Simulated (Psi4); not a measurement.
**CH3F (fluoromethane) at DSD-PBEP86/def2-TZVPP (density fitting for correlation)**

What is the energy change on altering one bond length of CH3F (fluoromethane) at DSD-PBEP86/def2-TZVPP (density fitting for correlation)? 

Program for the calculation: Psi4 1.11.

4 further runs of the same task are left out: 3 that didn't finish, 1 set aside as unsound or not needed.

## (1) Starting point

CH3F: 5 atoms, total charge 0, spin state singlet. As SMILES, `CF`. Geometry: relaxed at PBE0-D4/def2-TZVP.

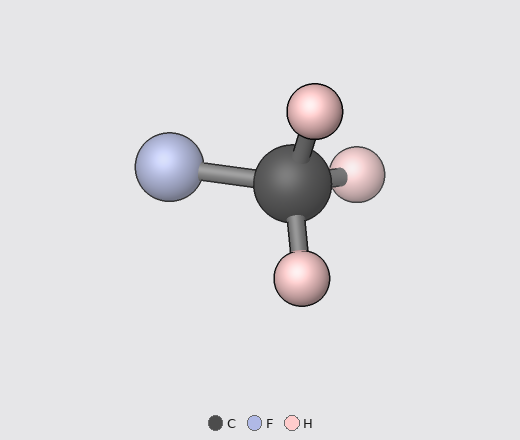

The structure, seen from a chosen angle (carbon dark grey, fluorine light blue, hydrogen pink).

## (2) A single-point energy at DSD-PBEP86/def2-TZVPP (density fitting for correlation)

job.json

```json
{
  "schema_name": "qcschema_input",
  "schema_version": 1,
  "molecule": {
    "schema_name": "qcschema_molecule",
    "schema_version": 2,
    "symbols": ["C", "F", "H", "H", "H"],
    "geometry": [-0.09580911, 0.06217199, 0.01473986, 2.06754935, -1.34265041, -0.31860782, -1.73609139, -1.18466931, -0.10960412, -0.1980433, 1.504222, -1.45886857, -0.03741658, 0.96092573, 1.87215167],
    "molecular_charge": 0,
    "molecular_multiplicity": 1,
    "fix_symmetry": "c1"
  },
  "driver": "energy",
  "model": {
    "method": "dsd-pbep86",
    "basis": "def2-TZVPP"
  },
  "keywords": {
    "puream": true,
    "e_convergence": 1e-09,
    "d_convergence": 1e-08,
    "scf_type": "pk",
    "dft_radial_points": 99,
    "dft_spherical_points": 590,
    "num_frozen_docc": 2
  }
}
```

Run with:

```sh
$ psi4 --qcschema job.json -n 1 --memory 1600MB
```

stdout:

```text
[...]
  Running in c1 symmetry.
[...]
  Nuclear repulsion =   37.451250130287569
[...]
  Multiplicity = 1
[...]
  Nalpha       = 9
  Nbeta        = 9
[...]
    Number of basis functions: 104
[...]
   @RKS iter   1:  -139.33225676467191   -5.19159e-01   2.80437e-03 DIIS/ADIIS
[...]
   @RKS iter   9:  -139.37088424808155   -5.85487e-12   5.26122e-09 DIIS
[...]
    Orbital Energies [Eh]
    ---------------------
    Doubly Occupied:
       1A    -25.712190     2A    -10.929995     3A     -1.455146
       4A     -0.870845     5A     -0.625060     6A     -0.625045
       7A     -0.615872     8A     -0.470395     9A     -0.470375
[...]
  @RKS Final Energy:  -139.37088424808155
   => Energetics <=
    Nuclear Repulsion Energy =             37.4512501302875691
    One-Electron Energy =                -266.6372062982313764
    Two-Electron Energy =                  94.6562174555175062
    DFT Exchange-Correlation Energy =      -4.8411455356552384
    Empirical Dispersion Energy =           0.0000000000000000
    VV10 Nonlocal Energy =                  0.0000000000000000
    Total Energy =                       -139.3708842480815520
[...]
 Multipole Moments:
 ------------------------------------------------------------------------------------
     Multipole            Electronic (a.u.)      Nuclear  (a.u.)        Total (a.u.)
 ------------------------------------------------------------------------------------
 L = 1.  Multiply by 2.5417464519 to convert [e a0] to [Debye]
 Dipole X            :          2.4249945           -3.0609235           -0.6359290
 Dipole Y            :         -1.5749017            1.9878344            0.4129327
 Dipole Z            :         -0.3736423            0.4716312            0.0979889
 Magnitude           :                                                    0.7645397
[...]
```

The result, in JSON:

```text
{
 "driver": "energy",
 "model": {
  "method": "dsd-pbep86",
  "basis": "def2-TZVPP"
 },
 "success": true,
 "return_result": -139.59667645406358,
 "properties": {
  "calcinfo_nbasis": 104,
  "calcinfo_nmo": 104,
  "calcinfo_nalpha": 9,
  "calcinfo_nbeta": 9,
  "calcinfo_natom": 5,
  "nuclear_repulsion_energy": 37.45125013028757,
  "return_energy": -139.59667645406358,
  "scf_one_electron_energy": -266.6372062982314,
  "scf_two_electron_energy": 94.6562174555175,
  "scf_xc_energy": -4.841145535655238,
  "scf_dipole_moment": [-0.6359290233601484, 0.4129327203772808, 0.09798893637370748],
  "scf_total_energy": -139.37088424808155,
  "scf_iterations": 9
 }
}
```

It took 17 s on 1 thread of AMD EPYC 7R43 (Zen 3), shared host; peak memory 0.63 GiB.

## (3) The distorted shape

ch3f.in

```
memory 1.6 GB

molecule geom {
  0 1
  C     -0.034471    -0.196017     0.241726
  F      1.110329    -0.939417     0.065326
  H     -0.902471    -0.855817     0.175926
  H     -0.104800     0.796000    -0.772000
  H     -0.003571     0.279583     1.224626
  units angstrom
  symmetry c1
}

set {
  puream true
  e_convergence 1e-09
  d_convergence 1e-08
  scf_type pk
  dft_radial_points 99
  dft_spherical_points 590
  num_frozen_docc 2
}

E, wfn = energy('dsd-pbep86/def2-TZVPP', return_wfn=True)
print_variables()
```

Run with:

```sh
$ psi4 -n 1 ch3f.in ch3f.out
```

ch3f.out:

```text
[...]
  Running in c1 symmetry.
[...]
  Nuclear repulsion =   36.431437655042977
[...]
  Multiplicity = 1
[...]
  Nalpha       = 9
  Nbeta        = 9
[...]
    Number of basis functions: 104
[...]
   @RKS iter   1:  -139.28920371586372   -6.02107e-01   2.73931e-03 DIIS/ADIIS
[...]
   @RKS iter  10:  -139.32932607133048   -4.03588e-12   3.43833e-09 DIIS
[...]
    Orbital Energies [Eh]
    ---------------------
    Doubly Occupied:
       1A    -25.722549     2A    -10.964707     3A     -1.463332
       4A     -0.855403     5A     -0.632872     6A     -0.625479
       7A     -0.601996     8A     -0.477687     9A     -0.429679
[...]
  @RKS Final Energy:  -139.32932607133048
   => Energetics <=
    Nuclear Repulsion Energy =             36.4314376550429770
    One-Electron Energy =                -264.5368714234384697
    Two-Electron Energy =                  93.5884964775532353
    DFT Exchange-Correlation Energy =      -4.8123887804882157
    Empirical Dispersion Energy =           0.0000000000000000
    VV10 Nonlocal Energy =                  0.0000000000000000
    Total Energy =                       -139.3293260713304846
[...]
 Multipole Moments:
 ------------------------------------------------------------------------------------
     Multipole            Electronic (a.u.)      Nuclear  (a.u.)        Total (a.u.)
 ------------------------------------------------------------------------------------
 L = 1.  Multiply by 2.5417464519 to convert [e a0] to [Debye]
 Dipole X            :          2.4654778           -3.0752392           -0.6097613
 Dipole Y            :         -1.8831343            2.1897627            0.3066285
 Dipole Z            :         -0.0746240            0.2652844            0.1906605
 Magnitude           :                                                    0.7086475
[...]
```

Run time: 19 s. Hardware: 1 thread of AMD EPYC 7R43 (Zen 3), shared host; peak memory 0.63 GiB.

## (4) What came out

Level: DSD-PBEP86/def2-TZVPP (density fitting for correlation), 2 core orbitals frozen.

```
                                                         quantity          value
                                        first shape: total energy  -139.59668 Eh
                   first shape: HOMO energy (SCF part's orbitals)      -12.80 eV
                   first shape: LUMO energy (SCF part's orbitals)        3.24 eV
                 first shape: HOMO–LUMO gap (SCF part's orbitals)       16.04 eV
                                    distorted shape: total energy  -139.55812 Eh
               distorted shape: HOMO energy (SCF part's orbitals)      -11.69 eV
               distorted shape: LUMO energy (SCF part's orbitals)        2.56 eV
             distorted shape: HOMO–LUMO gap (SCF part's orbitals)       14.25 eV
energy change with the C1–H4 bond stretched from 1.092 to 1.420 Å       1.049 eV
```

In words: With the C1–H4 bond stretched from 1.092 to 1.420 Å the energy rises by 1.05 eV (101 kJ/mol). The first shape isn't relaxed at this level, so the change isn't measured from a minimum.
